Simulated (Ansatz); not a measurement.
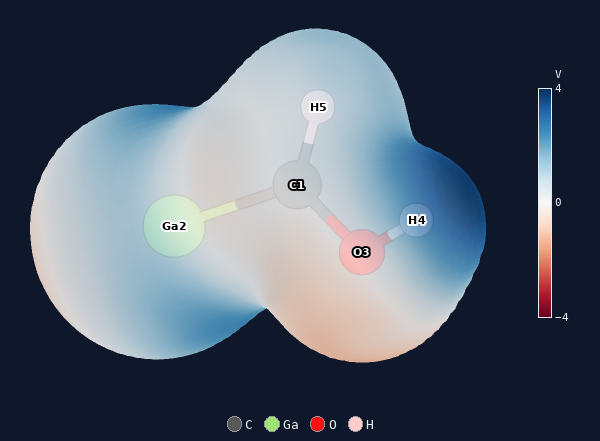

*CH2GaO (SMILES O[CH][Ga]) (doublet). The electrostatic potential painted on the density surface at 0.004 e/bohr³, seen at a tilt; red is negative and blue positive.*

Geometry: PBE0-D3(BJ)/def2-SVP.

All numbers below come from isolated molecule in a Gaussian basis; Kohn-Sham density functional theory, functional PBE0 (Ansatz).

```tsv
atom	x (Å)	y (Å)	z (Å)
C	0.1739	0.0949	-0.0981
Ga	1.7828	-1.1151	0.1022
O	-0.5163	0.1753	-1.2558
H	-1.2517	0.7952	-1.1835
H	-0.2235	0.7437	0.7077
```

Where is the surface potential most negative and most positive?

Answer. The most negative region (about −1.1 V) lies over O3, the most positive (about +3.8 V) over H4. O3 is the likeliest acceptor of a hydrogen bond.
